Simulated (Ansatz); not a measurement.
# Calculations on AlNH4F2

Part 1: Relaxation

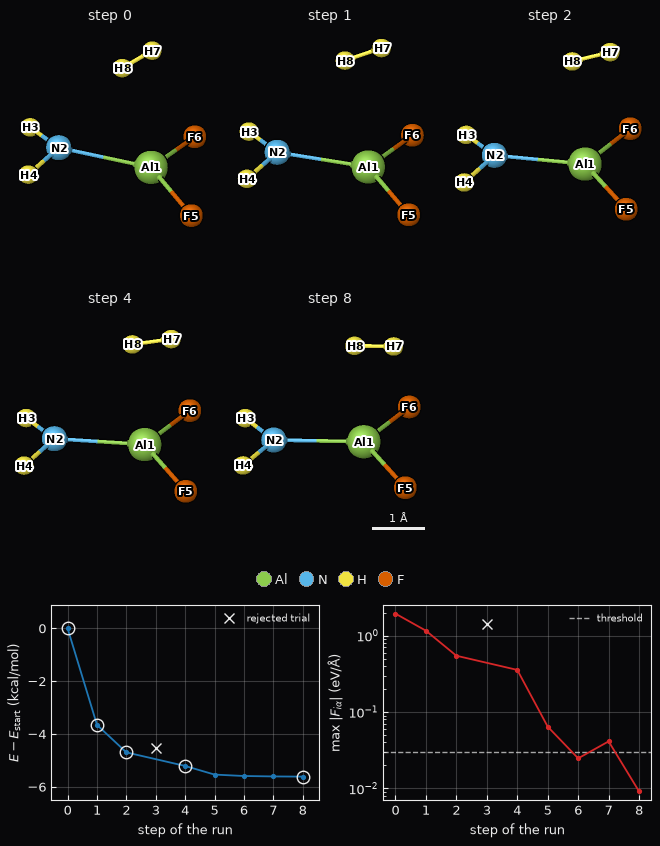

Frames of a relaxation of AlNH4F2, marked on the history of the run. The picture is a ball-and-stick view, seen from a free direction.

The run prepares an end point of a later path (reaction) calculation, from a guessed geometry.

The calculation used RKS B3LYP/def2-SVP in Ansatz 0.2.0. (no spin polarisation; force threshold 0.03 eV/Å; at most 50 steps)

Describe the path.

Answer. The energy falls by 5.61 kcal/mol in 7 accepted moves (8 points after the start). The largest force component goes from 1.9 to 0.0092 eV/Å. The line search rejected the trial step at point 3 of the run. The atom that moves furthest after the best rigid fit is H7 (0.52 Å). By element the largest moves are H 0.52 Å, F 0.32 Å, Al 0.25 Å, N 0.24 Å. Among the contacts that change: Al1–H7 2.757 → 2.322 Å, Al1–H8 2.398 → 2.255 Å, Al1–N2 1.855 → 1.759 Å, H7–H8 0.723 → 0.765 Å. Among the angles between lasting bonds that change: Al1–N2–H3 122.2° → 124.6°. From step 0 to 1: H7 moves most (0.19 Å), energy −3.65 kcal/mol. From step 1 to 2: H7 moves most (0.19 Å), energy −1.04 kcal/mol. From step 2 to 4: H7 moves most (0.09 Å), energy −0.51 kcal/mol. From step 4 to 8: H7 moves most (0.18 Å), energy −0.40 kcal/mol.

| step | E − E(0), kcal/mol | largest force component, eV/Å | note |
| --- | --- | --- | --- |
| 0 | 0.00 | 1.9392 |  |
| 1 | -3.65 | 1.1601 |  |
| 2 | -4.69 | 0.5456 |  |
| 3 | -4.53 | 1.4377 | rejected |
| 4 | -5.21 | 0.3559 |  |
| 5 | -5.53 | 0.0644 |  |
| 6 | -5.59 | 0.0248 |  |
| 7 | -5.60 | 0.0413 |  |
| 8 | -5.61 | 0.0092 |  |

Limits of the set-up: the start holds two separate molecules, 2.3 Å apart at their closest, whose relative position is a soft coordinate and is computed without a dispersion correction.

Part 2: Relaxation

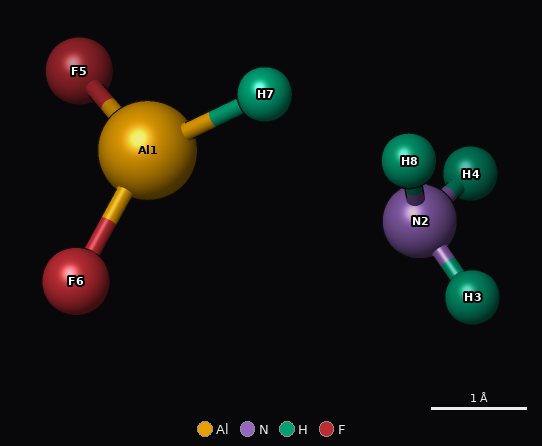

AlNH4F2, before the relaxation. Style: ball-and-stick. Shown from a free direction.

The run prepares an end point of a later path (reaction) calculation, from a guessed geometry.

These are results of Ansatz, RKS B3LYP/def2-SVP, not measurements.

Input
```yaml
crystal:
  periodic: [false, false, false]
  atoms:
    - { symbol: Al, position_ang: [-0.059085, 0.457532, -0.56514] }
    - { symbol: "N", position_ang: [-0.031517, 0.128891, 2.515467] }
    - { symbol: H, position_ang: [-0.832393, -0.041883, 3.124048] }
    - { symbol: H, position_ang: [0.809725, 0.120794, 3.092624] }
    - { symbol: F, position_ang: [1.41801, -0.045515, -1.133799] }
    - { symbol: F, position_ang: [-1.410912, -0.300435, -1.160785] }
    - { symbol: H, position_ang: [-0.179525, 1.718781, 0.348848] }
    - { symbol: H, position_ang: [-0.129504, 1.085036, 2.115138] }
basis:
  gaussian: { orbitals: def2-SVP }
hamiltonian:
  xc: b3lyp
relax:
  f_tol: 0.03
  max_steps: 50
```

Command:
```bash
ansatz run input.yaml --threads 1 --pin off --max-ram 2048MiB --backend cpu --events-out ev --progress --plain --runs-dir out
```

Q: Predict the outcome.

A: The largest move after the best rigid fit is that of H3, 0.88 Å. Largest moves by element: H 0.88 Å, F 0.87 Å, Al 0.58 Å, N 0.52 Å. Near-neighbour distances that change, for instance: Al1–N2 3.098 → 2.048 Å, Al1–F5 1.661 → 1.684 Å, N2–H8 1.041 → 1.023 Å, Al1–H7 1.562 → 1.579 Å. New bonds form, among them: Al1–N2 (3.10 → 2.05 Å). Among the angles between lasting bonds that change: F5–Al1–F6 117.6° → 114.6°, F5–Al1–H7 120.9° → 118.2°. After 9 geometry steps the energy has fallen by 128.6 kJ/mol. The largest force component goes from 0.89 to 0.016 eV/Å.

The structure at the end:

```xyz
8

Al   -0.0674    0.5655    0.0012
N    -0.0456    0.3133    2.0331
H    -0.8158   -0.3124    2.2859
H     0.8318   -0.1483    2.2895
F     1.4244   -0.1555   -0.2995
F    -1.3967   -0.4229   -0.3020
H    -0.2140    2.1157   -0.2600
H    -0.1320    1.1678    2.5883
```

After the run, drawn alike:

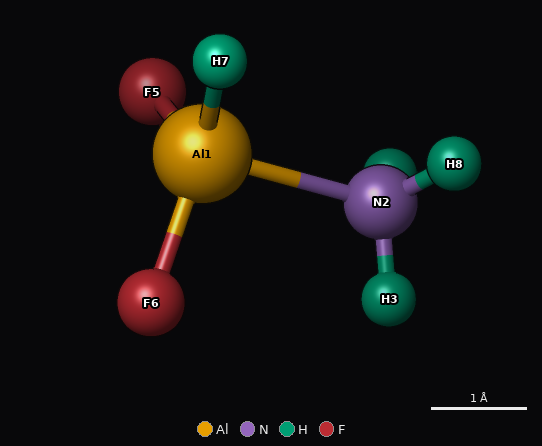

Part 3: Path

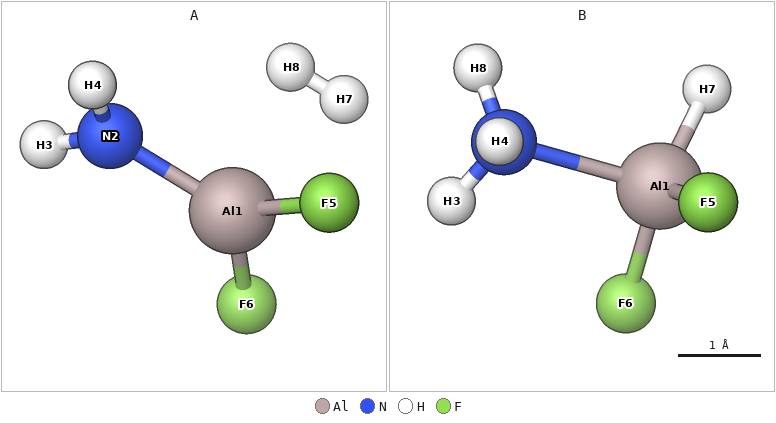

The two relaxed end points of a path for AlNH$_{4}$F$_{2}$, made up at the start of AlNH₂F₂ and H2. Style: ball-and-stick. Shown from a free direction.

Computed with Ansatz, RKS B3LYP/def2-SVP.

Run with 7 movable images; climbing image; force threshold 0.05 eV/Å; iteration limit 60.

Start:
```xyz
8

Al   -0.0072   -0.0043    0.4024
N     0.0266   -0.3656    2.1237
H    -0.7853   -0.6276    2.6733
H     0.8723   -0.4466    2.6788
F     1.4023    0.2160   -0.4470
F    -1.4260   -0.0924   -0.4558
H    -0.2555    2.3022    0.3066
H    -0.2424    2.1414    1.0545
```

End:
```xyz
8

Al   -0.0676    0.5712    0.0022
N    -0.0465    0.3077    2.0327
H    -0.8096   -0.3287    2.2803
H     0.8359   -0.1448    2.2881
F     1.4334   -0.1300   -0.2997
F    -1.3842   -0.4313   -0.3093
H    -0.2323    2.1211   -0.2505
H    -0.1443    1.1579    2.5925
```

Question: Predict the minimum-energy path and its barrier.

Answer: Forward barrier 0.67 eV, backward barrier 1.54 eV, with image 3 at the top; the reaction energy is −0.88 eV. Breaking: H7–H8 (0.77 → 1.01 at the top → 3.00 Å). Forming: Al1–H7 (2.32 → 1.79 at the top → 1.58 Å), N2–H8 (2.74 → 1.43 at the top → 1.02 Å). The band converged in 10 iterations. The largest component of the band force went from 3.7 to 0.037 eV/Å. The climbing image converged on the top of the path. Its vibrational analysis gives one imaginary mode (1183i cm⁻¹), as a transition state must have.

Energies of the converged images:

| image | path (Å) | E (eV) |
| --- | --- | --- |
| 0 | 0.00 | 0.000 |
| 1 | 0.46 | 0.040 |
| 2 | 0.91 | 0.268 |
| 3 | 1.37 | 0.665 |
| 4 | 1.72 | 0.110 |
| 5 | 2.07 | -0.471 |
| 6 | 2.42 | -0.725 |
| 7 | 2.77 | -0.846 |
| 8 | 3.12 | -0.880 |

The geometry at the top of the path:

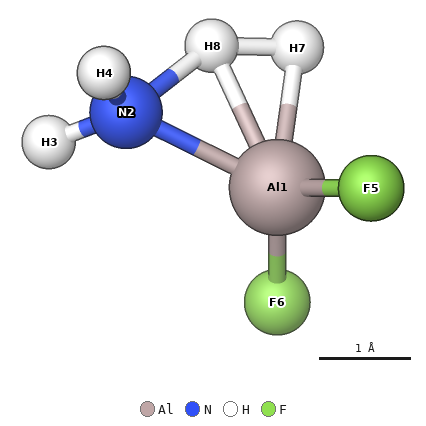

Limits of the set-up: the start holds two separate molecules, 2.3 Å apart at their closest, whose relative position is a soft coordinate and is computed without a dispersion correction.
